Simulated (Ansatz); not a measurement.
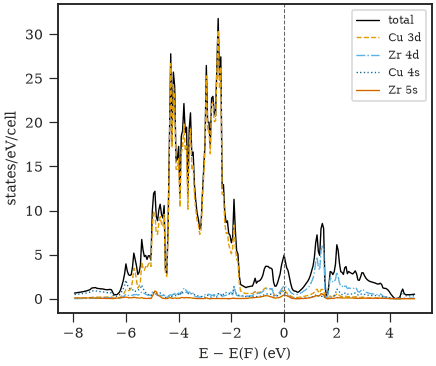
Total and projected density of states of ZrCu5 in space group F-43m (No. 216; Zr on 4a, Cu on 4d, Cu on 16e), LDA (plane waves, PAW; program Ansatz)

Task: Which orbitals carry the states next to the Fermi level?

Result: Within 0.5 eV of the Fermi level: Zr 4d 34 %, Cu 3d 23 %, Cu 4s 16 %, Zr 5s 7 %, outside the projected shells 21 %. Projections are on Löwdin-orthogonalised atomic valence shells; empty p or d shells of many metals are not among them.

Task: Where is the tallest occupied peak in this window, and what makes it?

Result: Near -2.5 eV, about 32 states/eV per cell; the largest projected share is Cu 3d.

The first step of the workflow began from a Materials Project structure, measured or hypothetical; the Crystallography Open Database files this formula in space group No. 216, but the cells were not matched. Whether it is the stable phase at ambient conditions was not checked. The LDA relaxation kept the symmetry of its start; whether a distortion lowers the energy is not shown. The run is not spin-polarised. Scalar-relativistic: spin–orbit coupling is off unless named, which matters more the heavier the elements.

Potentials: the later of the program's two PAW sets.
